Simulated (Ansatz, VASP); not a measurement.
**MgB2: VASP beside Ansatz**

Wanted: the spread between two codes on one cell, functional and k mesh. The cell comes out of the VASP series on this material, whose earlier steps may have relaxed, scaled or displaced it; both programs get it as it stands.

Program: Ansatz 0.2.0. Level of theory: plane waves, with VASP 6.6.1 beside it; zone-centre phonons at PBEsol with D3(BJ). Results are calculated unless marked as measured.

**1. The starting structure**

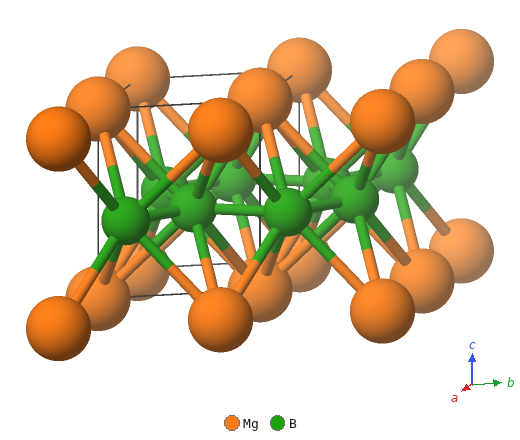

The cell as given, slightly off an axis (magnesium orange, boron green). 2×2×1 cells are drawn. Some periodic images of atoms are drawn too.

**2. VASP: zone-centre phonons, PBEsol with D3(BJ)**

Second derivatives magnify differences that forces hide, and they need a tight electronic threshold.

Lines of VASP's logs that name or quote its potential files are left out, and so is its time.

The input, INCAR:

```
SYSTEM = MgB2
PREC = Accurate
ENCUT = 420
EDIFF = 1E-08
NELM = 100
ISMEAR = 1
SIGMA = 0.2
LREAL = .FALSE.
ALGO = Normal
GGA = PS
IVDW = 12
NBANDS = 10
LORBIT = 11
LWAVE = .FALSE.
LCHARG = .FALSE.
KPAR = 2
IBRION = 6
NFREE = 2
POTIM = 0.015
ISIF = 2
NSW = 1
```

The input, POSCAR:

```
MgB2
1.0
    3.0367461370      0.0000000000      0.0000000000
   -1.5183730685      2.6298992995      0.0000000000
    0.0000000000      0.0000000000      3.4654839979
Mg B
1 2
Direct
    0.0000000000      0.0000000000      0.0000000000
    0.3333333333      0.6666666667      0.5000000000
    0.6666666667      0.3333333333      0.5000000000
```

The input, KPOINTS:

```
Automatic mesh
0
Gamma
15 15 11
0 0 0
```

Potentials, in the order of the species: Mg and B (PBE family, release 64).

Command:

```
$ mpirun -np 2 vasp_std
```

Numbers of over 12 decimals in the logs are rounded to 6 here.

The log of the run:

```text
[banner, memory and clock lines left out]
running    2 mpi-ranks, on    1 nodes
 distrk:  each k-point on    1 cores,    2 groups
 distr:  one band on    1 cores,    1 groups

 POSCAR found type information on POSCAR MgB
 POSCAR found :  2 types and       3 ions
|                                                                             |
|               ----> ADVICE to this user running VASP <----                  |
|                                                                             |
|     You enforced a specific xc type in the INCAR file but a different       |
|     [... a line on the potential file left out ...]
|     I HOPE YOU KNOW WHAT YOU ARE DOING!                                     |
|                                                                             |

 LDA part: xc-table for (Slater+PW92), standard interpolation
 POSCAR, INCAR and KPOINTS ok, starting setup
 FFT: planning ... GRIDC
 FFT: planning ... GRID_SOFT
 FFT: planning ... GRID
 WAVECAR not read
 entering main loop
       N       E                     dE             d eps       ncg     rms          rms(c)
DAV:   1    -0.287784423152E+00   -0.28778E+00   -0.34283E+03  3576   0.562E+02
DAV:   2    -0.175067470592E+02   -0.17219E+02   -0.16217E+02  4236   0.981E+01
DAV:   3    -0.178953010982E+02   -0.38855E+00   -0.38687E+00  4186   0.126E+01
DAV:   4    -0.178961619379E+02   -0.86084E-03   -0.86074E-03  4082   0.626E-01
DAV:   5    -0.178961646710E+02   -0.27331E-05   -0.27329E-05  3914   0.345E-02    0.537E+00
DAV:   6    -0.164571766872E+02    0.14390E+01   -0.19516E+00  3600   0.679E+00    0.252E+00
DAV:   7    -0.162145644689E+02    0.24261E+00   -0.94933E-01  3670   0.475E+00    0.770E-01
DAV:   8    -0.162174493924E+02   -0.28849E-02   -0.10207E-01  3508   0.181E+00    0.397E-01
DAV:   9    -0.162078445252E+02    0.96049E-02   -0.23106E-02  3532   0.733E-01    0.619E-02
DAV:  10    -0.162077575517E+02    0.86974E-04   -0.11077E-03  4198   0.198E-01    0.212E-02
DAV:  11    -0.162077513869E+02    0.61648E-05   -0.54946E-05  3654   0.455E-02    0.514E-03
DAV:  12    -0.162077498188E+02    0.15681E-05   -0.82107E-06  3644   0.141E-02    0.152E-03
DAV:  13    -0.162077497817E+02    0.37092E-07   -0.26094E-07  3718   0.320E-03    0.323E-04
DAV:  14    -0.162077497806E+02    0.10953E-08   -0.21779E-08  3706   0.879E-04
   1 F= -.16947192E+02 E0= -.16946622E+02  d E =-.171003E-02
[... from here on, the cycles between the ionic steps are left out ...]
   2 F= -.16946593E+02 E0= -.16946023E+02  d E =-.170841E-02
   3 F= -.16946593E+02 E0= -.16946023E+02  d E =-.170841E-02
   4 F= -.16946303E+02 E0= -.16945731E+02  d E =-.171702E-02
   5 F= -.16946303E+02 E0= -.16945731E+02  d E =-.171701E-02
   6 F= -.16946147E+02 E0= -.16945571E+02  d E =-.172789E-02
   7 F= -.16946147E+02 E0= -.16945571E+02  d E =-.172782E-02
   8 F= -.16945873E+02 E0= -.16945305E+02  d E =-.170415E-02
 Finite differences progress:
  Degree of freedom:   4/  4
  Displacement:        1/  2
  Total:               7/  8
 bond charge predicted
       N       E                     dE             d eps       ncg     rms          rms(c)
DAV:   1    -0.162080350702E+02   -0.16049E-02   -0.62686E-01  5158   0.525E+00    0.184E-01
DAV:   2    -0.162067141022E+02    0.13210E-02   -0.65046E-03  5928   0.544E-01    0.869E-02
DAV:   3    -0.162064242193E+02    0.28988E-03   -0.14801E-03  6402   0.204E-01    0.183E-02
DAV:   4    -0.162064295754E+02   -0.53560E-05   -0.59065E-05  5812   0.579E-02    0.771E-03
DAV:   5    -0.162064301452E+02   -0.56981E-06   -0.13552E-06  6792   0.755E-03    0.156E-03
DAV:   6    -0.162064301685E+02   -0.23283E-07   -0.96121E-08  5830   0.192E-03    0.375E-04
DAV:   7    -0.162064301669E+02    0.15683E-08   -0.10406E-08  3564   0.625E-04
   9 F= -.16945873E+02 E0= -.16945305E+02  d E =-.170414E-02
 Finite differences progress:
  Degree of freedom:   4/  4
  Displacement:        2/  2
  Total:               8/  8
```

Parts of OUTCAR (step 2):

```text
ion  position               nearest neighbor table
   1  0.000  0.000  0.000-   2 2.47   3 2.47   2 2.47   3 2.47   3 2.47   3 2.47   2 2.47   2 2.47
                             3 2.47   3 2.47   2 2.47   2 2.47
   2  0.333  0.667  0.500-   3 1.75   3 1.75   3 1.75   1 2.47   1 2.47   1 2.47   1 2.47   1 2.47
                             1 2.47
   3  0.667  0.333  0.500-   2 1.75   2 1.75   2 1.75   1 2.47   1 2.47   1 2.47   1 2.47   1 2.47
                             1 2.47

  LATTYP: Found a hexagonal cell.
 ALAT       =     3.0367461370
 C/A-ratio  =     1.1411833066

 Subroutine GETGRP returns: Found 24 space group operations
 (whereof 24 operations were pure point group operations)

The static configuration has the point symmetry D_6h.

 Found    162 irreducible k-points:

   k-points           NKPTS =    162   k-points in BZ     NKDIM =    162   number of bands    NBANDS=     10

   dimension x,y,z NGX =    20 NGY =   20 NGZ =   24
   dimension x,y,z NGXF=    40 NGYF=   40 NGZF=   48

   ENCUT  =  420.0 eV  30.87 Ry    5.56 a.u.   5.07  5.07  5.79*2*pi/ulx,y,z

   NELECT =       8.0000    total number of electrons

 k-points in reciprocal lattice and weights: Automatic mesh
   0.00000000  0.00000000  0.00000000       0.000
   0.06666667 -0.00000000  0.00000000       0.002
   0.13333333  0.00000000  0.00000000       0.002
   0.20000000 -0.00000000  0.00000000       0.002
   0.26666667  0.00000000  0.00000000       0.002
   0.33333333 -0.00000000  0.00000000       0.002
   0.40000000  0.00000000  0.00000000       0.002
   0.46666667 -0.00000000  0.00000000       0.002
   0.06666667  0.06666667  0.00000000       0.002
[...]
0.33333333  0.26666667  0.45454545       0.010
   0.33333333  0.33333333  0.45454545       0.002

 Edisp (eV)   -0.73944

 average (electrostatic) potential at core
       1 -34.9516       2 -25.8210       3 -25.8213

 E-fermi :   5.5070

 k-point     1 :       0.0000    0.0000    0.0000
  band No.  band energies     occupation
      1      -7.1526      2.00000
      2       2.5094      2.00000
      3       5.9491     -0.00764
      4       5.9491     -0.00764
      5       7.2992     -0.00000
      6      12.0238      0.00000
      7      12.0238      0.00000
    ...

 k-point     2 :       0.0667   -0.0000    0.0000
  band No.  band energies     occupation
      1      -7.0731      2.00000
      2       2.5867      2.00000
      3       5.5391      0.73259
      4       5.7524     -0.07091
      5       7.3654     -0.00000
      6      11.9951      0.00000
      7      12.3829      0.00000
      8      14.3219      0.00000
    ...

 k-point     3 :       0.1333    0.0000    0.0000
  band No.  band energies     occupation
      1      -6.8354      2.00000
      2       2.8176      2.00000
      3       4.5053      2.00000
      4       5.2784      2.06863
      5       7.5752     -0.00000
      6      11.7912      0.00000
      7      13.3399      0.00000
      8      14.7463      0.00000
      9      14.7869      0.00000
    ...

 Edisp (eV)   -0.73944

  Total       0.09335     0.09335    -0.12651     0.00000     0.00000     0.00000
  in kB       5.40416     5.40416    -7.32337     0.00000     0.00000     0.00000
  external pressure =        1.16 kB  Pullay stress =        0.00 kB

  energy-cutoff  :      420.00
  volume of cell :       27.68
      direct lattice vectors                 reciprocal lattice vectors
     3.036746137  0.000000000  0.000000000     0.329299834  0.190121348  0.000000000
    -1.518373069  2.629899299  0.000000000     0.000000000  0.380242696  0.000000000
     0.000000000  0.000000000  3.465483998     0.000000000  0.000000000  0.288559982

 POSITION                                       TOTAL-FORCE (eV/Angst)
 -----------------------------------------------------------------------------------
      0.00000      0.00000      0.00000         0.000000     -0.000000     -0.059290
     -0.00000      1.75327      1.71774        -0.000000     -0.000000      0.175921
      1.51837      0.87663      1.73274        -0.000000      0.000000     -0.116631
 -----------------------------------------------------------------------------------
    total drift:                               -0.000000     -0.000000      0.000005

  FREE ENERGIE OF THE ION-ELECTRON SYSTEM (eV)
  ---------------------------------------------------
  free  energy   TOTEN  =       -16.9458730892 eV

  energy  without entropy=      -16.9441689528  energy(sigma->0) =      -16.94530504

 Eigenvectors and eigenvalues of the dynamical matrix
 ----------------------------------------------------

   1 f  =   20.997602 THz   131.931826 2PiTHz  700.404620 cm-1    86.839066 meV
             X         Y         Z           dx          dy          dz
      0.000000  0.000000  0.000000    -0.000000    0.000000    0.000000
     -0.000000  1.753266  1.732742    -0.000000    0.000000   -0.707107
      1.518373  0.876633  1.732742     0.000000   -0.000000    0.707107

   2 f  =   18.939923 THz   119.003044 2PiTHz  631.767815 cm-1    78.329191 meV
             X         Y         Z           dx          dy          dz
      0.000000  0.000000  0.000000     0.000000    0.000000   -0.000000
     -0.000000  1.753266  1.732742     0.000021    0.707107    0.000000
      1.518373  0.876633  1.732742    -0.000021   -0.707107   -0.000000

   3 f  =   18.939923 THz   119.003044 2PiTHz  631.767815 cm-1    78.329191 meV
             X         Y         Z           dx          dy          dz
      0.000000  0.000000  0.000000     0.000000   -0.000000    0.000000
     -0.000000  1.753266  1.732742    -0.707107    0.000021   -0.000000
      1.518373  0.876633  1.732742     0.707107   -0.000021   -0.000000

   4 f  =   12.993418 THz    81.640056 2PiTHz  433.413787 cm-1    53.736437 meV
             X         Y         Z           dx          dy          dz
      0.000000  0.000000  0.000000    -0.000000   -0.000000    0.686108
     -0.000000  1.753266  1.732742     0.000000    0.000000   -0.514420
      1.518373  0.876633  1.732742     0.000000    0.000000   -0.514420

   5 f  =   10.671131 THz    67.048695 2PiTHz  355.950621 cm-1    44.132233 meV
             X         Y         Z           dx          dy          dz
      0.000000  0.000000  0.000000     0.000026   -0.686178    0.000000
     -0.000000  1.753266  1.732742    -0.000020    0.514373    0.000000
      1.518373  0.876633  1.732742    -0.000020    0.514373    0.000000

   6 f  =   10.671131 THz    67.048695 2PiTHz  355.950621 cm-1    44.132233 meV
             X         Y         Z           dx          dy          dz
      0.000000  0.000000  0.000000    -0.686178   -0.000026   -0.000000
     -0.000000  1.753266  1.732742     0.514373    0.000020    0.000000
      1.518373  0.876633  1.732742     0.514373    0.000020    0.000000

   7 f/i=    0.000528 THz     0.003315 2PiTHz    0.017596 cm-1     0.002182 meV
             X         Y         Z           dx          dy          dz
      0.000000  0.000000  0.000000     0.180349   -0.704723   -0.000000
     -0.000000  1.753266  1.732742     0.120294   -0.470053   -0.000000
[... the rest is left out ...]

[... 3 further parts left out ...]
```

**3. Ansatz: zone-centre phonons, PBEsol with D3(BJ)**

Ansatz runs on its default PAW (the set named soft_2) files.

The same cell, functional, mesh and smearing now go to Ansatz, which takes its cutoff from its data sets.

The input, input.yaml:

```yaml
crystal:
  lattice:
    - [3.036746137, 0.0, 0.0]
    - [-1.5183730685, 2.6298992995, 0.0]
    - [0.0, 0.0, 3.4654839979]
  atoms:
    - { symbol: Mg, position: [0.0, 0.0, 0.0] }
    - { symbol: B, position: [0.3333333333, 0.6666666667, 0.5] }
    - { symbol: B, position: [0.6666666667, 0.3333333333, 0.5] }
hamiltonian:
  xc: pbesol
  pseudopotentials: { kind: paw }
  dispersion: d3bj
kpoints:
  mp_grid: { grid: [15, 15, 11] }
scf:
  occupations: { method: methfessel_paxton, width: 0.2 }
phonons:
  method: dfpt
  qpoints: [[0, 0, 0]]
```

Command:

```
$ ansatz run input.yaml --threads 4 --pin off --max-ram 9216MiB --backend cpu --events-out ev --progress --plain --runs-dir out
```

The log of the run:

```text
zone centre: on kpoints.mp_grid the ground state, and the responses unless they are solved on pairs of k-points, stand on 384 of the mesh's 2475 k-points, reduced under 4 symmetry operations, with k and −k counted as one. Each operation leaves every solved displacement unchanged or reverses it
Engine: ansatz 0.2.0, aarch64-unknown-linux-gnu
Pseudopotentials: kind: paw
Pseudopotential: Mg, paw, valence charge 10, recommended cutoff 420 eV (normal), Mg.paw.azcp
Pseudopotential: B, paw, valence charge 3, recommended cutoff 420 eV (normal), B.paw.azcp
Functional definition: PBEsol
  exchange = pbesol_x
  correlation = pbesol_c
Crystal: 3 atoms, lattice volume = 27.677 Å³
Basis set: ecut = 420 eV, 539 PW (Γ), exchange–correlation on 48×48×48 points (8 copies of the dense FFT grid, shifted against one another)
Bands: 12, of which v1, the nominal top of the filled ones, is band 8 counted from 1 (7 counted from 0)
Symmetry: 24 space group operations
k-points: 384 of 2475 (irreducible under 4 space group operations, time reversal used)
Non-local potential: Mg, projectors of the file, l = 0: 3, l = 1: 2, l = 2: 1
Non-local potential: B, projectors of the file, l = 0: 2, l = 1: 2, l = 2: 1
PAW form: soft (Blöchl's): semilocal exchange-correlation on the pseudo side does not see the compensation charge
PAW frozen core: Mg, regenerated for the run's functional, and the local potential with it (the file was generated under x = pbe(κ = 0.804, μ = 0.219515), c = pbe(β = 0.066725))
PAW frozen core: B, regenerated for the run's functional, and the local potential with it (the file was generated under x = pbe(κ = 0.804, μ = 0.219515), c = pbe(β = 0.066725))
PAW one-centre angular grid: Mg, 110 points (default); XC on 64 Gauss nodes
PAW one-centre angular grid: B, 110 points (default); XC on 64 Gauss nodes
Initial density: superposition of atomic densities (neutral atoms: chi_scale 0, normalization atom), corrected by the library's trained network
Initial wavefunctions: pseudopotential atomic-orbital guess
Functional: x = pbesol(κ = 0.804, μ = 0.123457), c = pbesol(β = 0.046)
SCF iter   1: F=—  HF=-2218.520119 eV  |F-HF|=—  |Δ(HF+E_count)|=         —  Δρ=4.62e-3  dr2=7.96e-3  ethr=1.77e-3  ⟨swp⟩=5.0  Hψ=24020  notcnv=0
preconditioner: auto → none  [metal: Δε(μ)=0.020 eV  Ē_g=11.476 eV  σ=0.200 eV  W_gap=0.09  n_scr=8 (ndim 8)  ℏωp=20.0 eV  f_vac=0.000  D(μ)=0.80/eV (n_scr^D=2)  sad-step TF]
SCF iter   2: F=—  HF=-2218.518745 eV  |F-HF|=—  |Δ(HF+E_count)|=   1.37e-3  S|Δr|=    0.00e0  Δρ=2.57e-3  dr2=2.76e-3  ethr=4.97e-5  ⟨swp⟩=1.7  Hψ=8177  notcnv=0
SCF iter   3: F=—  HF=-2218.517877 eV  |F-HF|=—  |Δ(HF+E_count)|=   8.68e-4  S|Δr|=    0.00e0  Δρ=3.98e-4  dr2=5.23e-5  ethr=1.73e-5  ⟨swp⟩=2.1  Hψ=5925  notcnv=0
SCF iter   4: F=—  HF=-2218.517856 eV  |F-HF|=—  |Δ(HF+E_count)|=   2.11e-5  S|Δr|=    0.00e0  Δρ=6.26e-5  dr2=1.62e-6  ethr=3.27e-7  ⟨swp⟩=2.5  Hψ=6749  notcnv=0
SCF iter   5: F=—  HF=-2218.517857 eV  |F-HF|=—  |Δ(HF+E_count)|=   7.59e-7  S|Δr|=    0.00e0  Δρ=9.94e-6  dr2=4.01e-8  ethr=1.01e-8  ⟨swp⟩=2.2  Hψ=6016  notcnv=0
SCF iter   6: F=—  HF=-2218.517857 eV  |F-HF|=—  |Δ(HF+E_count)|=   6.53e-9  S|Δr|=    0.00e0  Δρ=1.20e-6  dr2=3.52e-10  ethr=2.50e-10  ⟨swp⟩=2.1  Hψ=5735  notcnv=0
SCF iter   7: F=—  HF=-2218.517857 eV  |F-HF|=—  |Δ(HF+E_count)|=  6.23e-11  S|Δr|=    0.00e0  Δρ=2.50e-7  dr2=5.67e-12  ethr=1.00e-12  ⟨swp⟩=4.1  Hψ=21746  notcnv=0
SCF iter   8: F=-2218.517857 eV  HF=-2218.517857 eV  |F-HF|=0.00e0  |Δ(HF+E_count)|=  8.64e-12  S|Δr|=    0.00e0  Δρ=1.94e-8  dr2=6.08e-14  ethr=1.00e-12  ⟨swp⟩=4.4  Hψ=15577  notcnv=0
SCF 1 converged in 8 iterations: F = -2218.517857 eV  dr2 = 6.08e-14
  greatest PAW one-centre occupation: 1.000 electrons in one spin orbital (limit 2), on the Mg atom at site 0 (counted from 0), in its partial waves of l = 0
DFPT response loops at Γ: preconditioner auto → Kerker (q_TF=auto, 2.490 Å⁻¹) (partly filled bands, converged f_vac=0.000); β = 1.00, the filter's whole step (`scf.mixing.beta` (0.50) is not read by the response loops under this deck's `scf.mixing.preconditioner`; to damp them name `kerker` or `kerker_dos`, under which they read `scf.mixing.beta`, and type it under 1.00, their step now; both keys bind the ground state too); Broyden in place of MSR1
SCF converged after 8 iterations
Stability not checked: this state was not tested for a lower state beside it, because cold or Methfessel-Paxton smearing, or corrected tetrahedra, fill the levels in a way that the test cannot read (fill_not_monotonic; see scf.lower_state_search)
Free energy (F): -2218.517857 eV
Harris-Foulkes:  -2218.517857 eV  (|F-HF|=0.00e0)
Internal energy: -2218.515968 eV  (E = F + TS)
E sigma→0 (E₀):  -2218.517384 eV
Entropy (-TS):   -0.001889 eV (-0.630 meV/atom)
Fermi energy:    9.667555 eV
--- Per-component energies (eV) ---
  E_band       = -283.746261
  E_kinetic    = 176.038901
  E_local      = -1499.493086  (includes V_loc(G=0)·N_el)
  E_nonlocal   = 118.918048
  E_hartree    = 533.540674
  E_xc         = -94.428640
  E_vxc        = -115.762208  (∫ρ·V_xc dr)
  E_paw        = -431.371687  (= ΣΔE_a)
  E_vpaw       = -30.529260  (= ΣTr[D̂ρ^β])
  E_aug_tail   = -0.000007  (compensation charges beyond the density's cutoff)
  E_ewald      = -1021.068819
  E_disp       = -0.739637  (pairwise vdW)
  E_core_change = 0.088284  (= ΣΔE_core)
  E_smearing   = -0.001889  (= −TS)
  E_closure    = 0.000000  (closes the sum)
  Σ components = -2218.517857   (vs F -2218.517857, Δ=0.00e0)
--- Band table (eV; the first three rows and the last of 384) ---
  k-point 0: bands = [... 4 lower, -2.9915, 6.6812, 10.0997, 10.0997, 11.4541, 16.1732, 16.1732, 18.3107]
  k-point 1: bands = [... 4 lower, -2.9162, 6.1012, 10.1291, 10.1291, 12.2061, 16.1960, 16.1960, 18.2746]
  k-point 2: bands = [... 4 lower, -2.6971, 4.9361, 10.2096, 10.2096, 13.8848, 16.2590, 16.2590, 18.1831]
  k-point 383: bands = [... 4 lower, 0.9484, 4.9299, 5.2789, 6.1356, 10.0681, 15.2272, 18.5740, 20.7426]
--- Phonons (Γ-DFPT): 4 representative perturbations + reference, on 384 of 2475 k-points (Σ response iterations 12) ---
  k mesh reduced under 4 symmetry operations, with k and −k counted as one. Each operation leaves every solved displacement unchanged or reverses it
  ASR residual: 2.429e-5 → 0.000e0 eV/Å²; symmetrization residual: 1.410e-6 eV/Å²
  pairwise dispersion correction: d3bj (s6 = 1.0, s8 = 2.9491, a1 = 0.4466, a2_bohr = 6.1742), with the weights of each atom's references fixed at the reference crystal's, and the forces and stress that the weights' published response gives there kept as a pressure on the atom's counted neighbours (hamiltonian.dispersion)
  ASR residual per site (eV/Å²): 2.43e-5 1.29e-5 1.29e-5
  Γ frequencies (cm⁻¹): 0.00 0.00 0.00 354.55 354.55 431.29 617.67 617.67 700.88
  non-analytic LO–TO correction: not included (Born effective charges unavailable; polar crystals: no LO–TO splitting at Γ)
--- Phonons (arbitrary-q DFPT): 1 explicit q-point ---
  q = [0, 0, 0] (of the zone-centre solve; hermiticity 2.41e-7, symmetrization 2.43e-14): -0.00 0.00 0.00 354.55 354.55 431.29 617.67 617.67 700.88
  sum rule: each row above includes the acoustic sum rule's correction from the zone centre's row sums; it moved no ω² by more than (0.57 cm⁻¹)²
```

It took 10 s on 4 threads of Arm Neoverse V2, shared host; peak memory 0.64 GiB.

**4. Differences**

Known differences besides the PAW data sets themselves: the data sets hold 16 valence electrons in Ansatz (default PAW (the set named soft_2) files) and 8 in VASP; Ansatz makes its cores anew for this functional, VASP keeps those of its PBE data sets; VASP leaves aspherical gradient terms in its spheres out (LASPH is not set), Ansatz keeps them; Ansatz takes the dispersion share of the force constants at frozen C6 weights, VASP differentiates the full forces; VASP uses finite displacements, Ansatz perturbation theory. Total energies have different zeros and are not compared.

The two programs side by side:

```tsv
quantity	Ansatz	VASP	difference
mode 4 to 5 (cm⁻¹)	354.6	356.0	-0.39 %
mode 6 (cm⁻¹)	431.3	433.4	-0.49 %
mode 7 to 8 (cm⁻¹)	617.7	631.8	-2.23 %
mode 9 (cm⁻¹)	700.9	700.4	+0.07 %
```

**5. Summary of results**

| Quantity | Value |
| --- | --- |
| difference in mode 7 to 8 (zone-centre phonons, PBEsol with D3(BJ)) | -2.2 % |

In words: The difference in mode 7 to 8 is -2.2 % (zone-centre phonons, PBEsol with D3(BJ)), within the 3 % picked in this series as the mark of a large difference. How closely two codes agree says nothing of how well the functional describes the real material.

[Lines on the potential files, build, host, timing and source positions are cut from VASP's logs without a mark.]

[Logs are printed without paths, hosts, clocks, repeated set-up lines and the standing remarks that a program may print on its own settings, such as how far it seeks lower states.]

[Hosts, paths, dates, database ids (printed as entryN), source tags and the programs' standing remarks are cut or masked in the printed files.]
